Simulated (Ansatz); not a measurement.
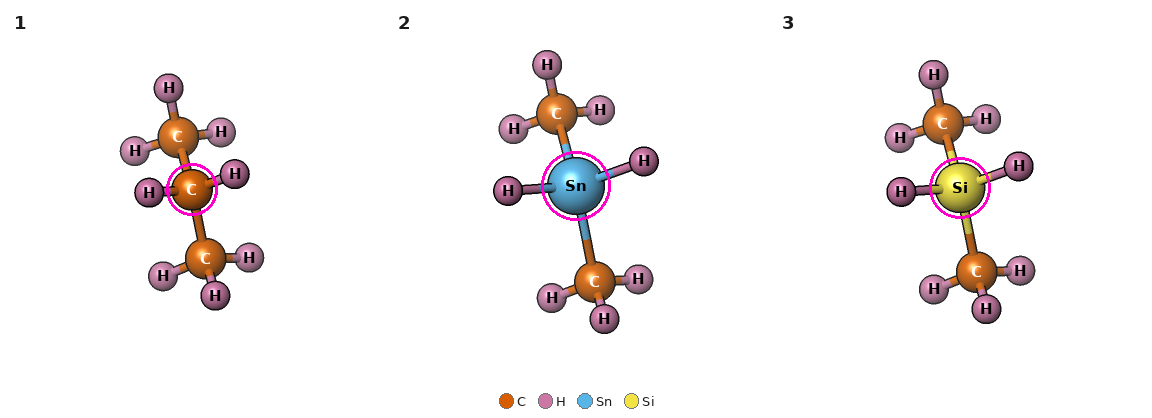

3 molecules with one skeleton, seen from the same side and at one scale; the atom that differs is circled. Each species is neutral and a spin singlet. Computed geometries: PBE0-D4/def2-TZVP optimisations, one conformation each. Properties computed with Ansatz 0.2.0. Elements past Kr carry core potentials.

One atom differs, called X below: C in panel 1, Sn in panel 2, Si in panel 3. Their formulas are C3H8 (`CCC`), C2H8Sn (`[CH3][SnH2][CH3]`), C2H8Si (`C[SiH2]C`).

### Rank them by the mean length of X–C, lowest first (PBE0-D4/def2-TZVP).

1 (C), 3 (Si), 2 (Sn).

### Rank them by the dipole moment, lowest first (ωB97M-V/def2-TZVPP).

1 (C), 2 (Sn), 3 (Si).

Give the values. With PBE0-D4/def2-TZVP: mean length of X–C (Å), mean length of X–H (Å), angle C–X–C (°), harmonic zero-point energy (kJ/mol). With ωB97M-V/def2-QZVPP: HOMO energy (Kohn–Sham orbital) (eV), HOMO–LUMO gap (eV). With ωB97M-V/def2-TZVPP: dipole moment (D).

```tsv
quantity	1 (C)	2 (Sn)	3 (Si)
mean length of X–C (Å)	1.519	2.142	1.872
mean length of X–H (Å)	1.095	1.714	1.491
angle C–X–C (°)	112.7	109.9	111.5
HOMO energy (Kohn–Sham orbital) (eV)	−11.47	−10.21	−11.07
HOMO–LUMO gap (eV)	13.49	11.50	12.83
dipole moment (D)	0.09	0.73	0.79
harmonic zero-point energy (kJ/mol)	271.6	224.3	236.3
```
